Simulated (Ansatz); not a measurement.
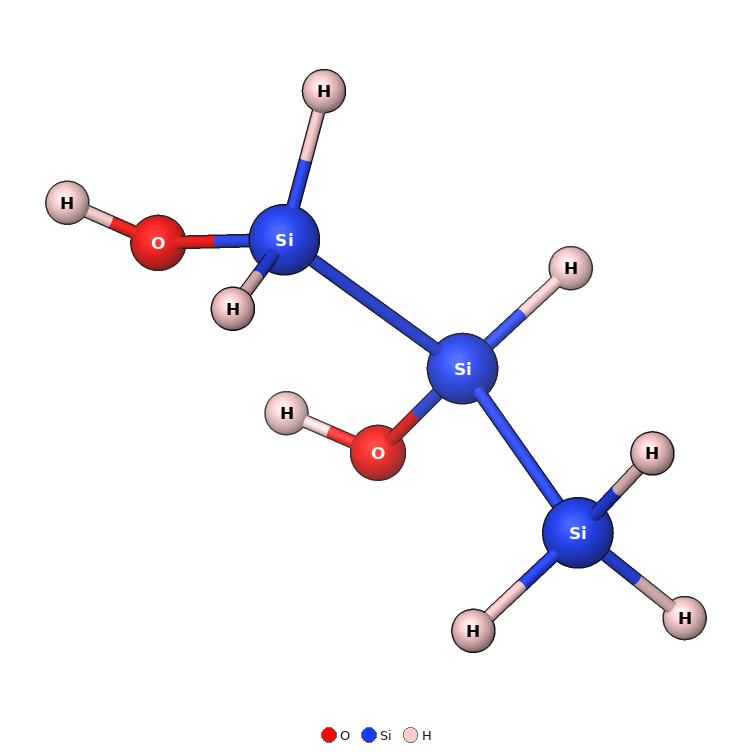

Rendered structure (ball-and-stick style). Every bond is drawn as one stick, whatever its order.

Describe the molecule.

It has 13 atoms: 8 hydrogen, 2 oxygen and 3 silicon (H8O2Si3). Its SMILES string is `O[SiH2][Si@H](O)[SiH3]`. It has no ring. Among its groups: Si–H bond, Si–O bond. This geometry has C1 symmetry. Coordination: 2 O bent; 3 Si tetrahedral.

The parts below concern this one geometry. Atoms keep their numbers from picture to picture. Computed geometry: PBE0-D4/def2-TZVP optimisation. No frequency run is at hand to confirm it as a minimum.

### Geometry

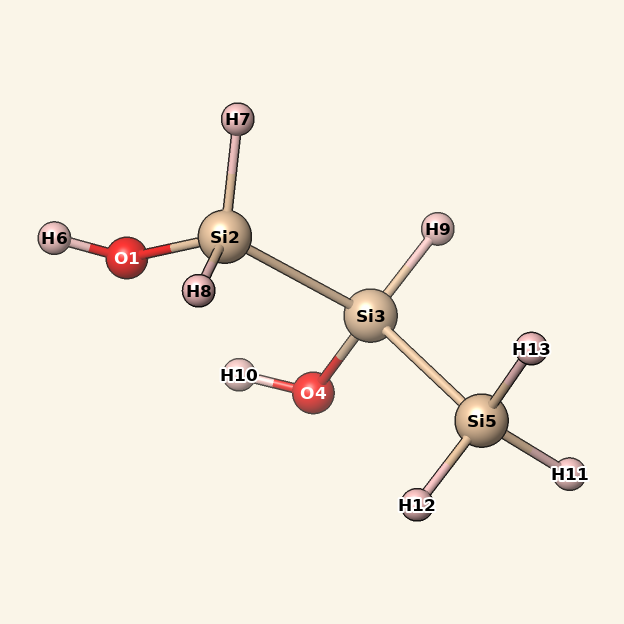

Distant atoms are faded towards the background colour. No frequency run is at hand to confirm it as a minimum.

**Which atoms or bonds are stereogenic?**

Centres: Si3.

**Assign CIP descriptors.**

Si3: R (priorities Si2 > Si5 > O4 > H9).

### Levels of theory compared

No frequency run is at hand to confirm it as a minimum. Program: Ansatz 0.2.0.

Tabulate HOMO energy (eV), HOMO–LUMO gap (eV) at these levels: B3LYP-D4/def2-TZVPP; PBE-D4/def2-TZVPP; PBE0-D4/def2-TZVPP; r2SCAN-D4/def2-TZVPP; ωB97M-V/def2-TZVPP; ωB97X-V/def2-TZVPP.

```
               level  HOMO energy (eV)  HOMO–LUMO gap (eV)
 B3LYP-D4/def2-TZVPP             −7.44                6.21
   PBE-D4/def2-TZVPP             −6.51                4.63
  PBE0-D4/def2-TZVPP             −7.63                6.59
r2SCAN-D4/def2-TZVPP             −6.75                5.16
  ωB97M-V/def2-TZVPP             −9.61               10.29
  ωB97X-V/def2-TZVPP             −9.86               10.84
```

### Dipole moment

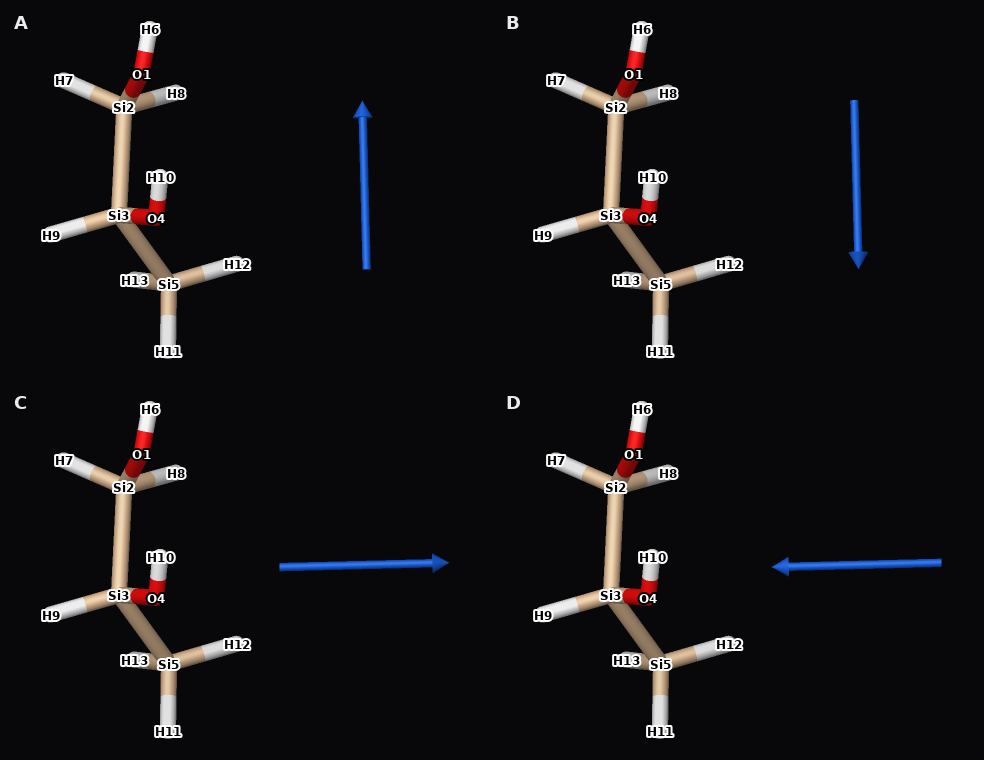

The same molecule four times, each with an arrow. No frequency run is at hand to confirm it as a minimum. Level of theory: RKS B3LYP-D4/def2-TZVPP (Ansatz 0.2.0).

**Which arrow points along the dipole moment, from the negative to the positive end?**

A. The dipole moment is 2.43 D; it points from the side of H11 to the side of H6 (the outermost atoms at the two ends).

### Charges

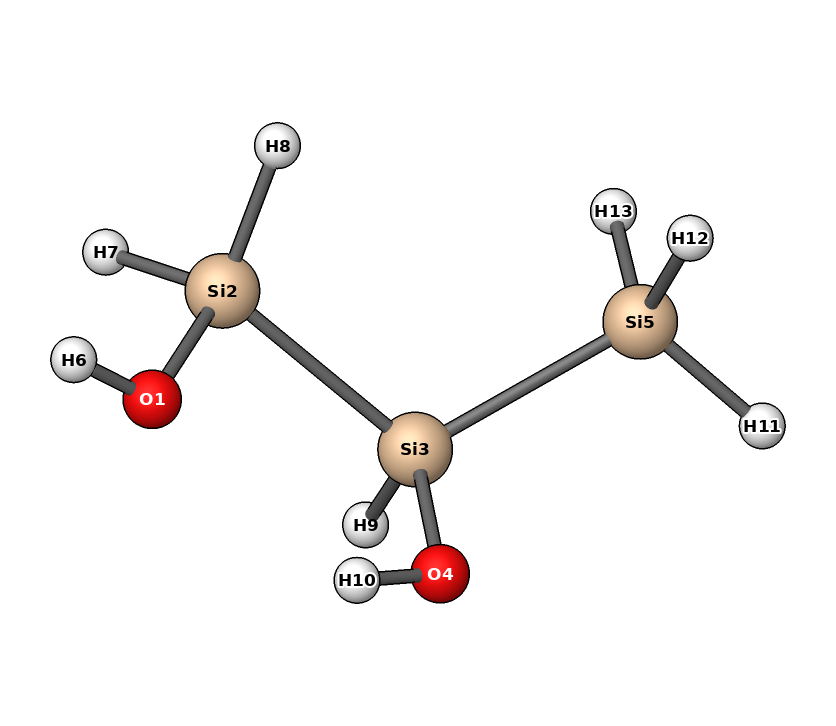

The questions are on Mulliken charges. No frequency run is at hand to confirm it as a minimum. Level of theory: RKS r2SCAN-D4/def2-TZVPP (Ansatz 0.2.0).

List the Mulliken charges.

| atom | value (e) |
| --- | --- |
| O1 | −0.44 |
| Si2 | 0.38 |
| Si3 | 0.41 |
| O4 | −0.43 |
| Si5 | 0.15 |
| H6 | 0.20 |
| H7 | −0.09 |
| H8 | −0.09 |
| H9 | −0.11 |
| H10 | 0.21 |
| H11 | −0.06 |
| H12 | −0.06 |
| H13 | −0.06 |

Mulliken values depend strongly on the basis set and can even reverse the polarity of a bond.
